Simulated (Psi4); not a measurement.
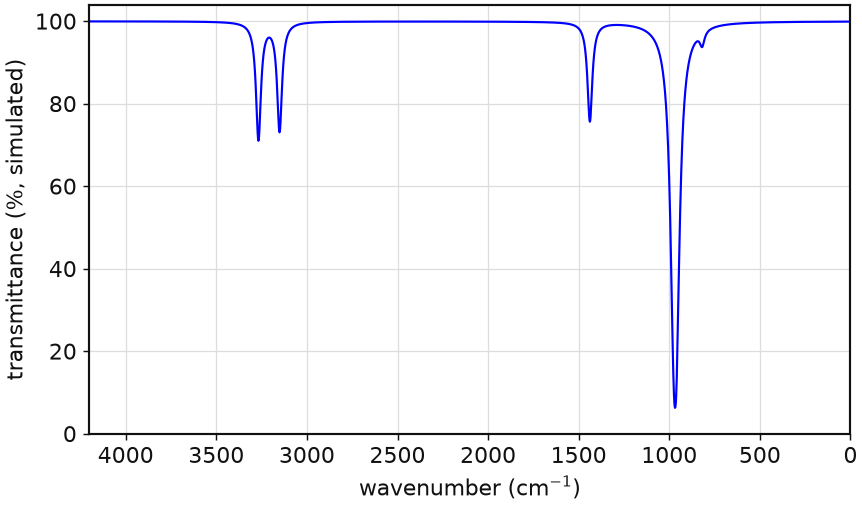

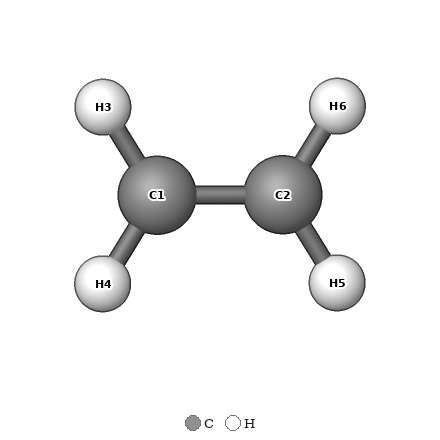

Infrared spectrum of C₂H₄, SMILES C=C. Unscaled harmonic wavenumbers and double-harmonic intensities, PBE0/def2-SVP (dispersion D4) with Psi4, at a geometry relaxed at this level, isolated molecule. Lorentzian lines of 30 cm⁻¹ full width. Close modes add up in the curve.

**Which lines are the most intense?**

967.9 cm⁻¹ (93.5 km/mol), 3267.4 cm⁻¹ (11.4 km/mol) and 3150.9 cm⁻¹ (10.4 km/mol).

**List the modes.**

```csv
cm⁻¹,km/mol
818.5,1.2
967.9,93.5
975.5,0.0
1063.3,0.0
1217.4,0.0
1362.7,0.0
1438.2,9.3
1716.8,0.0
3150.9,10.4
3170.0,0.0
3245.6,0.0
3267.4,11.4
```

Note: double-zeta basis.
